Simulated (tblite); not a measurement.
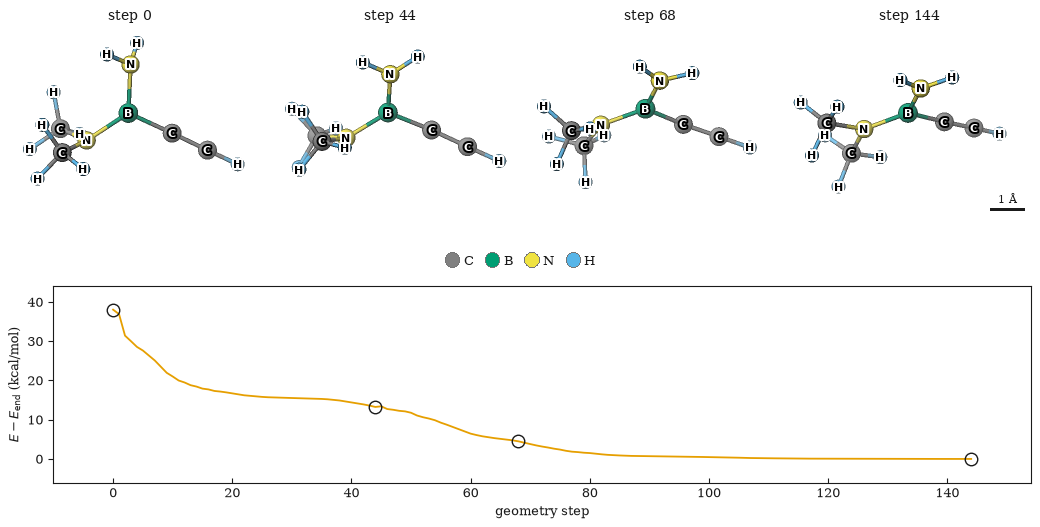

Frames of a relaxation of C4H9BN2, marked on the history of the run. A ball-and-stick model, seen at a tilt.

Method: GFN2-xTB geometry optimisation, gas phase (tblite 0.8.0). 

Question: Describe the path.

Answer: The atom that moves furthest after the best rigid fit is an H atom (2.25 Å). Largest moves by element: H 2.25 Å, C 1.15 Å, N 1.14 Å, B 0.08 Å. Some distances before and after: B–N 1.502 → 1.408 Å, C–H 1.132 → 1.086 Å, C–C 1.233 → 1.202 Å, H–N 1.029 → 1.003 Å. Among the angles between lasting bonds that change: B–N–H 115.1° → 125.3°, B–N–C 117.1° → 125.4°, B–N–C 115.2° → 122.9°. The energy falls by 38.1 kcal/mol in 144 geometry steps. From step 0 to 44: an H atom moves most (1.36 Å), energy −24.8 kcal/mol. From step 44 to 68: an H atom moves most (0.90 Å), energy −8.76 kcal/mol. From step 68 to 144: an H atom moves most (0.91 Å), energy −4.49 kcal/mol.

| step | E − E(0), kcal/mol |
| --- | --- |
| 0 | 0.00 |
| 1 | -1.16 |
| 2 | -6.63 |
| 3 | -8.04 |
| 4 | -9.49 |
| 5 | -10.42 |
| 6 | -11.71 |
| 7 | -12.97 |
| 8 | -14.54 |
| 9 | -16.10 |
| 10 | -17.04 |
| 17 | -20.73 |
| 24 | -22.12 |
| 31 | -22.57 |
| 38 | -23.16 |
| 45 | -24.64 |
| 52 | -27.42 |
| 59 | -31.04 |
| 66 | -33.10 |
| 73 | -35.15 |
| 81 | -36.72 |
| 88 | -37.31 |
| 95 | -37.44 |
| 102 | -37.65 |
| 109 | -37.87 |
| 116 | -37.97 |
| 123 | -38.01 |
| 130 | -38.04 |
| 137 | -38.05 |
| 144 | -38.06 |
